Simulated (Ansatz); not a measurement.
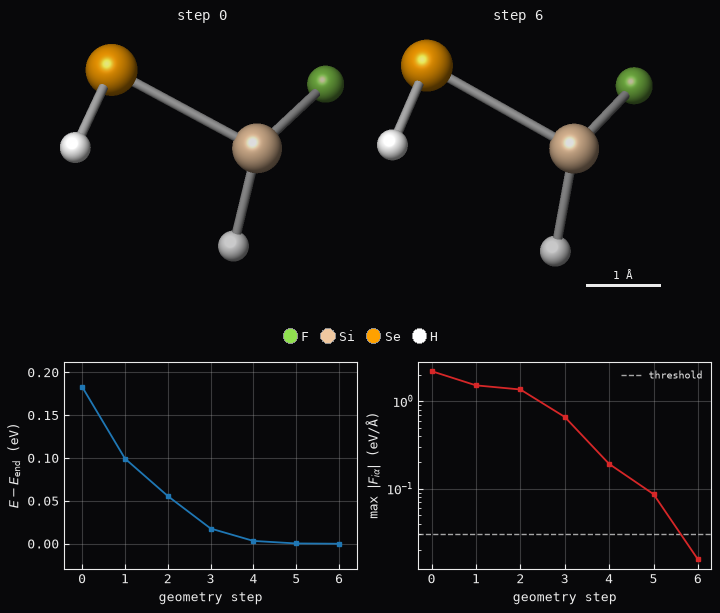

First and last geometry of a relaxation of SiH$_{2}$SeF (multiplicity 2) (coarse preliminary run), with the history of the run. The picture is a ball-and-stick view, seen at a tilt.

The start comes from a force field.

These are results of UKS PBE-D4/def2-SVP in Ansatz 0.2.0, not measurements. (force threshold 0.03 eV/Å; at most 200 steps)

Did the run converge, and what did it change?

It converged. After 6 geometry steps the energy has fallen by 0.183 eV. Largest force component: 2.2 eV/Å at the start, 0.016 eV/Å at the end. An H atom moves most after the best rigid fit: 0.11 Å. Largest moves by element: H 0.11 Å, F 0.11 Å, Se 0.06 Å, Si 0.03 Å. Some distances before and after: F–Si 1.727 → 1.646 Å, H–Si 1.451 → 1.523 Å, Se–Si 2.256 → 2.307 Å, H–Se 1.523 → 1.488 Å. Among the angles between lasting bonds that change: Se–Si–H 106.3° → 110.3°, F–Si–Se 108.5° → 105.2°, F–Si–H 110.1° → 107.0°.
